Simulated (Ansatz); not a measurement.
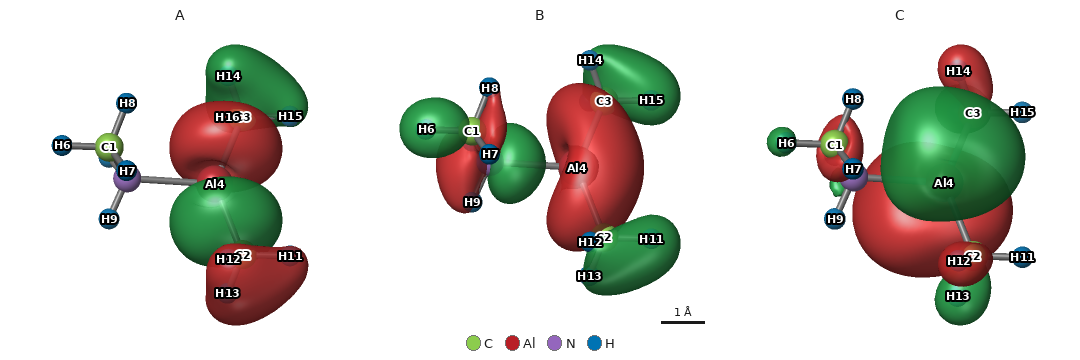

Figure. C₃H₁₁AlN (SMILES C[NH2+][Al]([CH3])[CH3]) (charge +1). Three frontier orbitals at ±0.08 Å⁻³ᐟ² (green and red are the two phases), in no order.

Geometry: B3LYP/6-31G*.

Method: isolated molecule in a Gaussian basis; Kohn-Sham density functional theory, functional PBE0 (Ansatz).

```yaml
atoms:
  - { symbol: C, position_ang: [-0.3523, -1.6162, 2.9730] }
  - { symbol: C, position_ang: [0.5079, -2.8910, -0.7237] }
  - { symbol: C, position_ang: [0.1047, 0.7096, -0.2529] }
  - { symbol: Al, position_ang: [-0.0520, -1.2004, 0.0438] }
  - { symbol: N, position_ang: [-1.1692, -1.5428, 1.7051] }
  - { symbol: H, position_ang: [-0.9994, -1.8010, 3.8329] }
  - { symbol: H, position_ang: [0.3703, -2.4299, 2.8841] }
  - { symbol: H, position_ang: [0.1725, -0.6692, 3.1135] }
  - { symbol: H, position_ang: [-1.6946, -2.4177, 1.6084] }
  - { symbol: H, position_ang: [-1.8756, -0.8087, 1.8182] }
  - { symbol: H, position_ang: [1.2121, -2.7294, -1.5475] }
  - { symbol: H, position_ang: [1.0012, -3.5450, 0.0068] }
  - { symbol: H, position_ang: [-0.3439, -3.4519, -1.1315] }
  - { symbol: H, position_ang: [0.4603, 1.2484, 0.6348] }
  - { symbol: H, position_ang: [0.8067, 0.9199, -1.0676] }
  - { symbol: H, position_ang: [-0.8592, 1.1557, -0.5332] }
```

Order the three orbitals by energy and name them.

B is the HOMO−1 (−13.75 eV). It lies mainly on Al4 (about 20 %), C2 (about 20 %), C3 (about 20 %) and N5 (about 15 %). A is the HOMO (−12.56 eV). By Hirshfeld shares it lies mainly on C2 (about 30 %), C3 (about 30 %) and Al4 (about 20 %). C is the LUMO (−5.38 eV). By Hirshfeld shares it lies mainly on Al4 (about 65 %), C2 (about 5 %) and C3 (about 5 %).

What is the HOMO–LUMO gap?

7.18 eV between the orbital energies.
